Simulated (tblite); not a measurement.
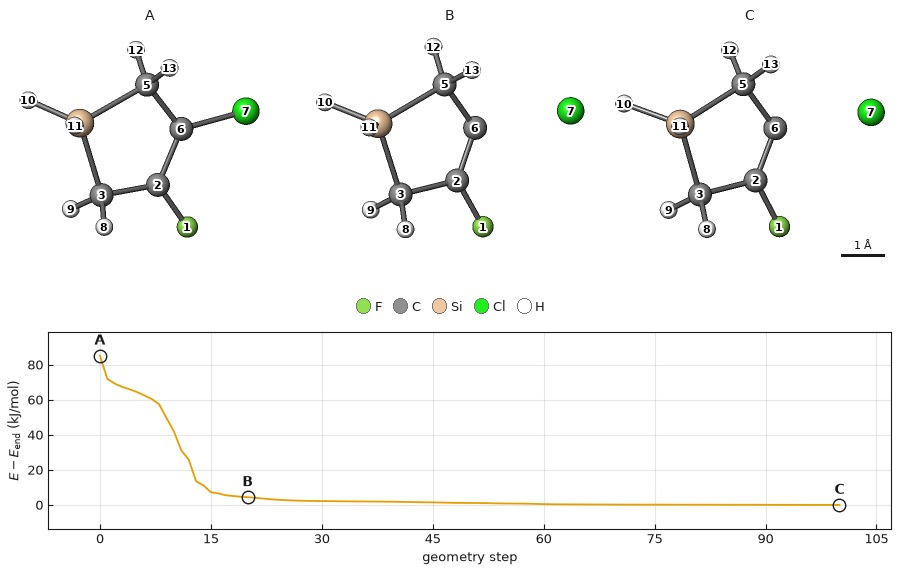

Frames of a relaxation of C4H6ClFSi (charge −1, multiplicity 2), marked on the history of the run. The picture is a ball-and-stick view, seen at a tilt.

All numbers below come from tblite 0.8.0, GFN2-xTB geometry optimisation, gas phase. 

> Describe the path.

The Cl atom moves most after the best rigid fit: 0.88 Å. By element the largest moves are Cl 0.88 Å, H 0.32 Å, C 0.25 Å, F 0.21 Å, Si 0.08 Å. Some distances before and after: C–Cl 1.709 → 2.295 Å, C–C 1.432 → 1.313 Å, C–C 1.488 → 1.527 Å, C–Si 1.900 → 1.927 Å. Bonds break, among them: C–Cl (1.71 → 2.30 Å). Bond angles that change, for instance: F–C–C 122.0° → 113.1°, F–C–C 120.4° → 125.8°, H–Si–H 112.7° → 107.4°. The energy falls by 85.2 kJ/mol in 100 geometry steps. From step 0 to 20: the Cl atom moves most (0.58 Å), energy −80.8 kJ/mol. From step 20 to 100: the Cl atom moves most (0.59 Å), energy −4.42 kJ/mol.

| step | E − E(0), kJ/mol |
| --- | --- |
| 0 | 0.00 |
| 1 | -13.25 |
| 2 | -15.95 |
| 3 | -17.79 |
| 4 | -19.19 |
| 5 | -20.74 |
| 6 | -22.70 |
| 7 | -24.70 |
| 8 | -27.74 |
| 9 | -35.60 |
| 10 | -43.19 |
| 15 | -77.90 |
| 19 | -80.49 |
| 24 | -82.21 |
| 29 | -82.92 |
| 34 | -83.15 |
| 38 | -83.27 |
| 43 | -83.61 |
| 48 | -83.98 |
| 53 | -84.22 |
| 57 | -84.41 |
| 62 | -84.82 |
| 67 | -84.92 |
| 72 | -84.99 |
| 76 | -85.01 |
| 81 | -85.03 |
| 86 | -85.07 |
| 91 | -85.11 |
| 95 | -85.15 |
| 100 | -85.18 |
